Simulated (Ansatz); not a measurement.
# SnSe: response to strain

Aim: deform SnSe (zz strain of -1 %) and compute stress, forces and field gradients with LAPW, PAW and all-electron datasets made for the crystal.

Computed with Ansatz 0.2.0 (DFT LDA, scalar-relativistic, unless a step's input says otherwise).

## (1) The system as given

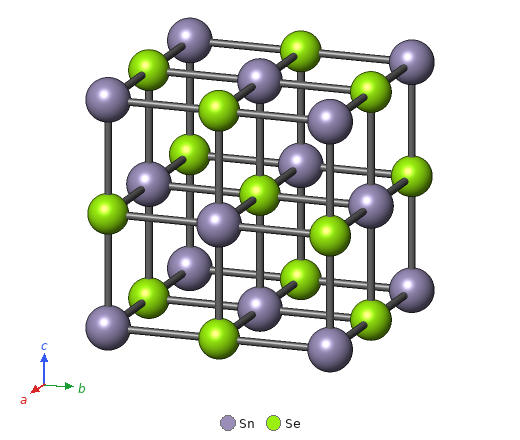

Start, viewed slightly off an axis; tin purple, selenium green. Atoms on the faces are drawn again on the opposite ones. The cell drawn here is the conventional one.

Structure file:

```cif
data_structure
_symmetry_space_group_name_H-M 'Fm-3m'
_symmetry_Int_Tables_number 225
_cell_length_a 6.0200
_cell_length_b 6.0200
_cell_length_c 6.0200
_cell_angle_alpha 90.000
_cell_angle_beta 90.000
_cell_angle_gamma 90.000
_cell_volume 218.17
loop_
_atom_site_label
_atom_site_type_symbol
_atom_site_symmetry_multiplicity
_atom_site_Wyckoff_symbol
_atom_site_fract_x
_atom_site_fract_y
_atom_site_fract_z
_atom_site_occupancy
Sn1 Sn 4 a 0.00000 0.00000 0.00000 1
Se1 Se 4 b 0.50000 0.00000 0.00000 1
```

The file gives the conventional cell by its symmetry; the runs use the cell typed in the input.

Atoms are numbered in the order of the input: Sn1, Se2.

## (2) After the deformation

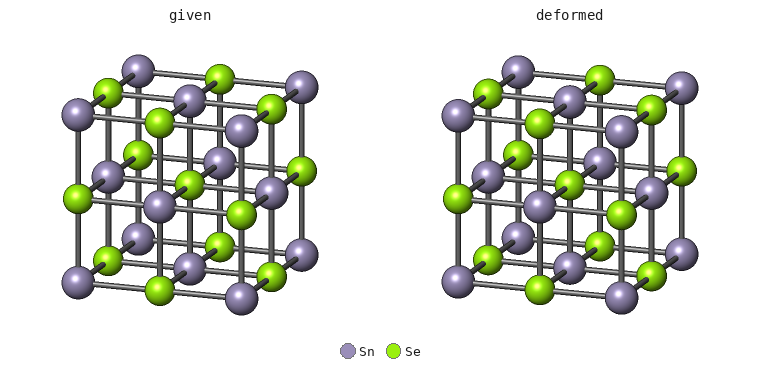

Given and deformed, at one scale.

Space group Fm-3m before, I4/mmm after.

## (3) All-electron LAPW

Contents of input.yaml:

```yaml
crystal:
  lattice:
    - [0.0, 3.01, 2.9799]
    - [3.01, 0.0, 2.9799]
    - [3.01, 3.01, 0.0]
  atoms:
    - { symbol: Sn, position: [0.0, 0.0, 0.0] }
    - { symbol: Se, position: [0.5, 0.5, 0.5] }
kpoints:
  mp_grid: { grid: [9, 9, 9] }
  band_path:
    path:
      - [0.0, 0.0, 0.0]
      - [0.0, 0.5, 0.5]
      - [0.25, 0.75, 0.5]
      - [0.0, 0.5, 0.0]
      - [0.0, 0.0, 0.0]
      - [0.5, 0.5, 0.0]
      - [0.3775380063, 0.6224619937, 0.0]
      - [-0.3775380063, 0.3775380063, 0.0]
      - [0.0, 0.0, 0.0]
    npoints: 5
scf:
  occupations: { method: fermi_dirac, width: 0.02 }
hamiltonian:
  xc: lda
  pseudopotentials: { kind: all_electron, lapw: { basis_error: 0.00025 } }
output:
  forces: true
  stress: true
  eigenvalues: true
```

Launch:

```bash
ansatz run input.yaml --threads 1 --pin off --max-ram 3072MiB --backend cpu --events-out ev --progress --plain --runs-dir out
```

The program printed, shortened:

```text
LAPW: plane waves up to 7.779 Å⁻¹, error target 2.5e-4 eV per atom; small_component_spin mean_spin; Se in spheres of 1.427 Å, 24 of its electrons in bands, Dirac shells []; Sn in spheres of 1.553 Å, 22 of its electrons in bands, Dirac shells []
[...]
Pseudopotentials: kind: all_electron
Pseudopotential: Sn, LAPW, valence charge 22, Koelling and Harmon's equation, gaussian nucleus
Pseudopotential: Se, LAPW, valence charge 24, Koelling and Harmon's equation, gaussian nucleus
Functional definition: SPW92
[...]
Crystal: 2 atoms, lattice volume = 53.996 Å³
Basis set: ecut = 230.58222673264467 eV, 411 PW (Γ), exchange–correlation at level 2
Bands: 28, of which v1, the nominal top of the filled ones, is band 23 counted from 1 (22 counted from 0)
Symmetry: 16 space group operations
Space group: I4/mmm (ITA 139), of the structure as read, at distance tolerance 3.8e-5 Å
k-points: 75 of 729
[...]
SCF iter   1: F=—  HF=-233985.909874 eV  |F-HF|=—  |Δ(HF+E_count)|=         —  Δρ=2.10e-2  dr2=5.35e-1  ethr=1.16e-3  ⟨swp⟩=2.1  Hψ=13242  notcnv=0
[...]
SCF iter   7: F=-233985.721329 eV  HF=-233985.721329 eV  |F-HF|=1.08e-8  |Δ(HF+E_count)|=   2.61e-7  Δρ=4.05e-6  dr2=1.53e-8  ethr=1.25e-10  ⟨swp⟩=2.0  Hψ=6226  notcnv=0
[...]
NSCF: frozen V_eff on 41 k-points
SCF converged after 7 iterations
Free energy (F): -233985.721329 eV
[...]
E sigma→0 (E₀):  -233985.721329 eV
Entropy (-TS):   -0.000000 eV (-0.000 meV/atom)
Fermi energy:    10.823320 eV
[...]
--- Forces (eV/Å), atoms counted from 1 ---
  atom   1  Sn     0.00000000     0.00000000    -0.00000000
  atom   2  Se    -0.00000000     0.00000000     0.00000000
[...]
--- Stress (GPa, compression-positive) ---
       -3.161558       0.000000       0.000000
        0.000000      -3.161558      -0.000000
        0.000000      -0.000000      -1.979674
  P = ⅓ Tr σ = -2.7676 GPa (-27.676 kbar)
--- Band table (eV; the first three rows and the last of 75) ---
[...]
```

Wall time 21 s (1 thread of Intel Xeon Platinum 8488C (Sapphire Rapids), shared host); peak memory 0.46 GiB.

This run gives: pressure -2.77 GPa; gap 0.43 eV.

## (4) PAW with frozen cores

Contents of input.yaml:

```yaml
crystal:
  lattice:
    - [0.0, 3.01, 2.9799]
    - [3.01, 0.0, 2.9799]
    - [3.01, 3.01, 0.0]
  atoms:
    - { symbol: Sn, position: [0.0, 0.0, 0.0] }
    - { symbol: Se, position: [0.5, 0.5, 0.5] }
kpoints:
  mp_grid: { grid: [9, 9, 9] }
scf:
  occupations: { method: fermi_dirac, width: 0.02 }
hamiltonian:
  xc: lda
  pseudopotentials: { kind: paw }
output:
  forces: true
  stress: true
  eigenvalues: true
  efg: { contact_densities: true }
  write_density: true
  write_potential: true
  elf: true
  volumetric_format: npy
```

Launch:

```bash
ansatz run input.yaml --threads 1 --pin off --max-ram 3072MiB --backend cpu --events-out ev --progress --plain --runs-dir out
```

The program printed, shortened:

```text
Sn: output.efg is read without spin–orbit coupling, which moves field gradients at and beside such atoms by some per cent and up to a factor of two; PAW files take it under magnetization.noncollinear and magnetization.spin_orbit
[...]
Pseudopotentials: kind: paw
Pseudopotential: Sn, paw, valence charge 14, recommended cutoff 420 eV (normal)
Pseudopotential: Se, paw, valence charge 16, recommended cutoff 420 eV (normal)
[... 1 set-up line as earlier in the session ...]
[...]
Crystal: 2 atoms, lattice volume = 53.996 Å³
Basis set: ecut = 420 eV, 1057 PW (Γ)
Bands: 19, of which v1, the nominal top of the filled ones, is band 15 counted from 1 (14 counted from 0)
[... 2 set-up lines as earlier in the session ...]
k-points: 75 of 729
[...]
  atom   1  Sn     0.00000000     0.00000000     0.00000000
  atom   2  Se    -0.00000000     0.00000000    -0.00000000
[...]
--- Stress (GPa, compression-positive) ---
       -3.168307       0.000000       0.000000
        0.000000      -3.168307       0.000000
        0.000000       0.000000      -1.986882
  P = ⅓ Tr σ = -2.7745 GPa (-27.745 kbar)
--- PAW observables at the nuclei: V_zz in 10²¹ V/m², potentials from the cell's mean, atoms counted from 1 ---
  atom   1  Sn V_zz =    -1.463225   η = 0.0000   by run symmetry: allowed
            electrostatic potential = -8171.295939 V   contact ρ = 1231561.282316 e/Å³
  atom   2  Se V_zz =    -0.162412   η = 0.0000   by run symmetry: allowed
            electrostatic potential = -4711.450222 V   contact ρ = 261635.261360 e/Å³
--- Band table (eV; the first three rows and the last of 75) ---
  k-point 0: bands = ["-38.9576", "-38.9568", "-38.9554", "-38.9554", "-38.9549", "-12.5927", "-12.5902", "-12.5892", "-12.5879", "-12.5879", "-5.0697", "3.6918", "6.6368", "6.7363", "6.7363", "13.0648", "13.0648", "13.3067", "14.7395"]
[...]
```

It took 5.1 s on 1 thread of Intel Xeon Platinum 8488C (Sapphire Rapids), shared host; peak memory 0.47 GiB.

This run gives: pressure -2.77 GPa; gap on the k mesh 0.53 eV (an odd mesh misses the zone boundary); Vzz Sn1 -1.46 (η = 0.00), Se2 -0.16 (η = 0.00) (10²¹ V/m²).

The fields are shown in the conventional cell of this run's space group, carried over from its grid by interpolation.

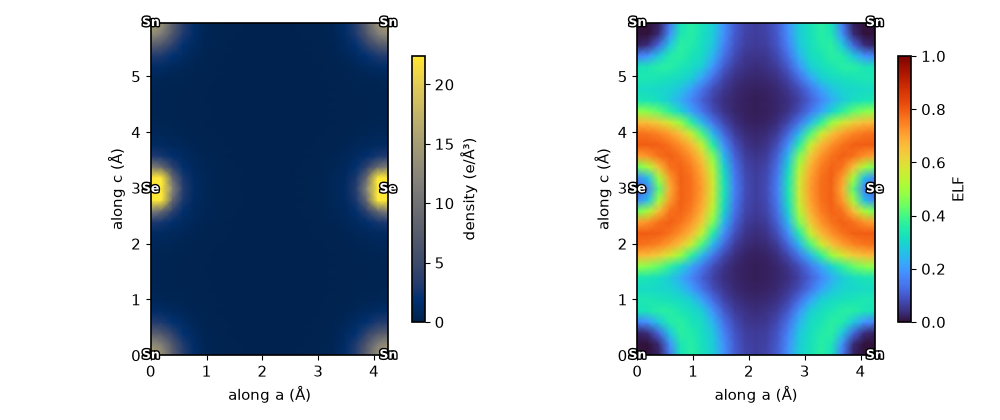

Density (left) and ELF (right) in a lattice plane of the grid's cell (edges 4.26 and 5.96 Å, at 0.000 of the third edge), which holds Sn and Se. Only atoms in the plane are labelled; the density scale stops at 22.40 e/Å³. Both are smooth fields of the valence electrons: close to the nuclei they are not physical.

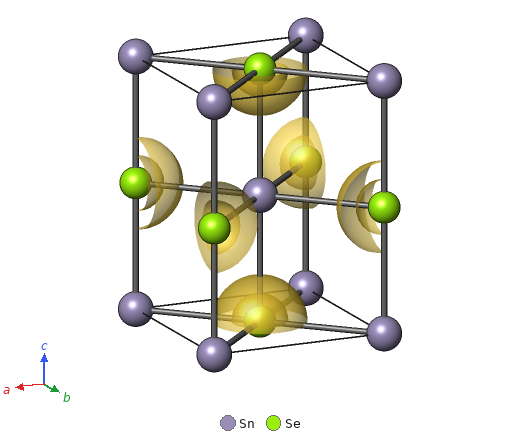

Surface of ELF = 0.74, drawn in one cell.

The highest ELF values outside the cores: 0.80 in the shell around Se, 0.8 Å from Se.

## (5) All-electron PAW on datasets made for the crystal

input.yaml: that of step 4 with these lines changed.

```diff
@@ -14,3 +14,3 @@
   xc: lda
-  pseudopotentials: { kind: paw }
+  pseudopotentials: { kind: all_electron, datasets: crystal }
 output:
@@ -20,5 +20 @@
   efg: { contact_densities: true }
-  write_density: true
-  write_potential: true
-  elf: true
-  volumetric_format: npy
```

Launch:

```bash
ansatz run input.yaml --threads 1 --pin off --max-ram 3072MiB --backend cpu --events-out ev --progress --plain --runs-dir out
```

The program printed, shortened:

```text
[...]
Sn: output.efg is read without spin–orbit coupling, which moves field gradients at and beside such atoms by some per cent and up to a factor of two; PAW files take it under magnetization.noncollinear and magnetization.spin_orbit
[...]
[... 1 set-up line as earlier in the session ...]
Pseudopotential: Sn, paw, valence charge 14, recommended cutoff 240 eV (normal), Koelling and Harmon's equation, gaussian nucleus
Pseudopotential: Se, paw, valence charge 6, recommended cutoff 240 eV (normal), Koelling and Harmon's equation, gaussian nucleus
[... 1 set-up line as earlier in the session ...]
[...]
Crystal: 2 atoms, lattice volume = 53.996 Å³
Basis set: ecut = 240 eV, 459 PW (Γ)
Bands: 14, of which v1, the nominal top of the filled ones, is band 10 counted from 1 (9 counted from 0)
[... 2 set-up lines as earlier in the session ...]
[...]
--- Forces (eV/Å), atoms counted from 1 ---
  atom   1  Sn     0.00000000     0.00000000     0.00000000
  atom   2  Se    -0.00000000     0.00000000     0.00000000
[...]
--- Stress (GPa, compression-positive) ---
       -3.161908       0.000000       0.000000
        0.000000      -3.161908       0.000000
        0.000000      -0.000000      -1.979951
  P = ⅓ Tr σ = -2.7679 GPa (-27.679 kbar)
--- PAW observables at the nuclei: V_zz in 10²¹ V/m², potentials from the cell's mean, atoms counted from 1 ---
  atom   1  Sn V_zz =    -1.498938   η = 0.0000   by run symmetry: allowed
            electrostatic potential = -8167.272723 V   contact ρ = 1231443.696962 e/Å³
  atom   2  Se V_zz =    -0.160033   η = 0.0000   by run symmetry: allowed
            electrostatic potential = -4707.945484 V   contact ρ = 261700.936370 e/Å³
--- Band table (eV; the first three rows and the last of 75) ---
  k-point 0: bands = ["-10.8323", "-10.8295", "-10.8291", "-10.8274", "-10.8274", "-3.3242", "5.4394", "8.3827", "8.4823", "8.4823", "14.8116", "14.8116"]
[...]
```

It took 7.6 s on 1 thread of Intel Xeon Platinum 8488C (Sapphire Rapids), shared host; peak memory 0.47 GiB.

This run gives: pressure -2.77 GPa; gap on the k mesh 0.53 eV (an odd mesh misses the zone boundary); Vzz Sn1 -1.50 (η = 0.00), Se2 -0.16 (η = 0.00) (10²¹ V/m²).

## (6) Side by side

Stress (GPa, compression positive):

```
          method     xx     yy     zz    yz    xz    xy
            LAPW  -3.16  -3.16  -1.98  0.00  0.00  0.00
             PAW  -3.17  -3.17  -1.99  0.00  0.00  0.00
crystal datasets  -3.16  -3.16  -1.98  0.00  0.00  0.00
```

```
          method  pressure (GPa)  gap on the k mesh (eV)  Vzz Sn1 (10²¹ V/m²)  Vzz Se2 (10²¹ V/m²)  SCF cycles, all passes
            LAPW           -2.77                    0.53                    –                    –                       7
             PAW           -2.77                    0.53                -1.46                -0.16                       6
crystal datasets           -2.77                    0.53                -1.50                -0.16                       7
```

## (7) What came out

| quantity | value |
| --- | --- |
| pressure | LAPW -2.77, PAW -2.77, crystal datasets -2.77 GPa |
| largest shear or deviatoric stress (LAPW) | 0.79 GPa |

The largest part of the stress beyond the pressure is 0.79 GPa in size, in the zz component; the atoms are carried along and not relaxed. No run of the undeformed cell stands beside it, so the pressure holds what the given cell had before the change. PAW: stress within 0.01 GPa of LAPW. Crystal datasets: stress within 0.01 GPa of LAPW.
